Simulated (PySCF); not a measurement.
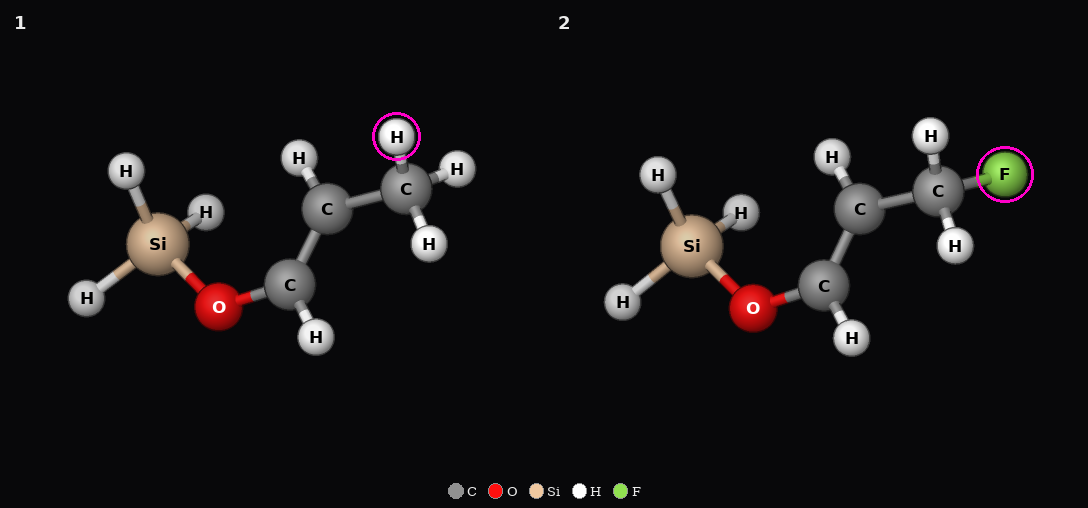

2 molecules with one skeleton, seen from the same side and at one scale; the atom that differs is circled. Each species is neutral and a spin singlet. Computed geometries: PBE0-D3(BJ)/def2-SVP optimisations, one conformation each. Properties computed with PySCF 2.14.0.

One atom differs, called X below: H in panel 1, F in panel 2. Their formulas are C3H8OSi (`C/C=C/O[SiH3]`), C3H7FOSi (`FC/C=C/O[SiH3]`).

In which is the GIAO shielding of the C bonded to X larger (ωB97X-D/pcSseg-2)?

In panel 1 (X = H).

In which is the HOMO energy (Kohn–Sham orbital) higher (CAM-B3LYP/def2-SVPD)?

In panel 1 (X = H).

Give the values. With PBE0-D3(BJ)/def2-SVP: length of X–C (Å), mean angle X–C–H (°). With CAM-B3LYP/def2-SVPD: dipole moment (D), HOMO energy (Kohn–Sham orbital) (eV), HOMO–LUMO gap (eV), mean static polarisability (bohr³), lowest vertical singlet excitation (eV). With ωB97X-D/pcSseg-2: GIAO shielding of the C bonded to X (ppm).

```csv
quantity,1 (H),2 (F),2 − 1
length of X–C (Å),1.103,1.380,+0.277
mean angle X–C–H (°),107.2,107.9,+0.7
dipole moment (D),0.80,2.04,+1.24
HOMO energy (Kohn–Sham orbital) (eV),−7.93,−8.58,−0.65
HOMO–LUMO gap (eV),9.08,9.49,+0.41
mean static polarisability (bohr³),69.1,69.6,+0.5
lowest vertical singlet excitation (eV),6.14,6.50,+0.36
GIAO shielding of the C bonded to X (ppm),169.4,101.3,−68.1
```
